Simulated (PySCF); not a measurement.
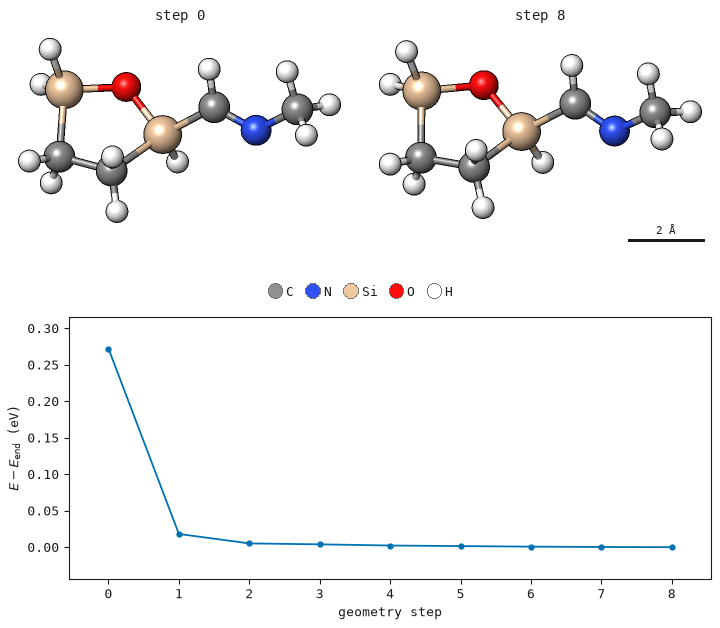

First and last geometry of a relaxation of C$_{4}$H$_{11}$NOSi$_{2}$, with the history of the run. A ball-and-stick model, seen at a tilt.

The start comes from GFN2-xTB. Its atoms were then displaced at random by about 0.01 Å.

All numbers below come from PySCF, PBE0-D3(BJ)/def2-SVP geometry optimisation, gas phase. 

**Read the history and describe the run.**

It converged. The largest move after the best rigid fit is that of an H atom, 0.29 Å. Largest moves by element: H 0.29 Å, O 0.17 Å, C 0.12 Å, Si 0.10 Å, N 0.05 Å. Among the contacts that change: C–Si 1.830 → 1.881 Å, C–H 1.056 → 1.103 Å, C–Si 1.937 → 1.899 Å, O–Si 1.648 → 1.680 Å. Among the angles between lasting bonds that change: C–Si–H 116.4° → 109.4°, O–Si–H 105.9° → 110.6°, H–Si–H 113.5° → 108.8°. Over 8 geometry steps the energy falls by 0.272 eV. Cost: 3.9 min on 1 thread of Arm Neoverse N1, with other jobs on the host.
